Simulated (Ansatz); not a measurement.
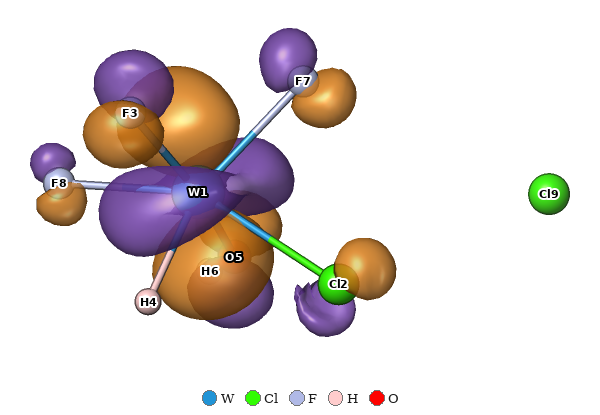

Figure 1: ClF$_{3}$H$_{2}$OW···Cl (doublet). One frontier orbital at ±0.15 Å⁻³ᐟ² (orange and purple are the two phases), seen from one side.

Core potentials replace the inner electrons of W.

The calculation used UKS PBE/def2-SVP (Ansatz).

The calculation's input:

```
crystal:
  periodic: [false, false, false]
  atoms:
    - { symbol: W, position_ang: [0.0, 0.0, 0.0] }
    - { symbol: Cl, position_ang: [0.0, 0.0, 2.64] }
    - { symbol: F, position_ang: [1.85, 0.0, 0.0] }
    - { symbol: H, position_ang: [0.0, 1.72, 0.0] }
    - { symbol: O, position_ang: [-1.94, 0.0, 0.0] }
    - { symbol: H, position_ang: [-2.2771, -0.1263, 0.9437] }
    - { symbol: F, position_ang: [0.0, -1.85, 0.0] }
    - { symbol: F, position_ang: [0.0, 0.0, -1.85] }
    - { symbol: Cl, position_ang: [0.0, 0.0, 4.98] }
magnetization:
  spin_polarized: true
  initial_magnetization: 1
basis:
  gaussian: { orbitals: def2-SVP }
hamiltonian:
  xc: pbe
relax:
  f_tol: 0.15
  max_steps: 25
  restrain:
    - { distance: [1, 8], at: 3.24, k: 30.0 }
    - { distance: [0, 1], at: 2.39, k: 30.0 }
output:
  orbitals: {}
```

Run with:

```sh
ansatz run input.yaml --threads 4 --pin off --max-ram 5120MiB --backend cpu --events-out ev --progress --plain --runs-dir out
```

The fields are those of the run's last geometry, not of the input's.

Which orbital is it: HOMO (α) or LUMO (α)?

The LUMO (α), at −4.98 eV. By Hirshfeld shares it lies mainly on W1 (about 65 %), O5 (about 10 %) and F3 (about 10 %).
